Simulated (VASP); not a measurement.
Band structure of Be$_{3}$ZnSe$_{4}$ (ordered alloy cell). Calculation: PBEsol GGA, VASP's PBE PAW potentials (set 64) (plane waves; VASP 6.6.1).

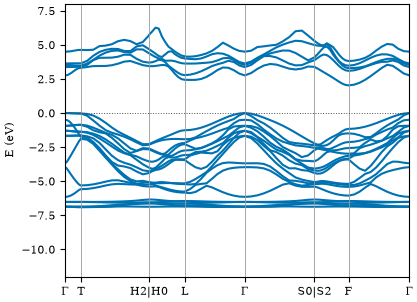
Bands along high-symmetry lines, zero at the valence-band maximum or, without a gap, the Fermi level

Problem. Read the plot: is there a gap, and where are the band edges?

Solution. The gap is indirect, 2.03 eV, from the valence maximum at Γ to the conduction minimum at F. (Edges off the drawn lines would not show.)

The structure was generated: Be3ZnSe4 was put into an ordered model structure (R3m), which need not be its known phase. It was relaxed first.
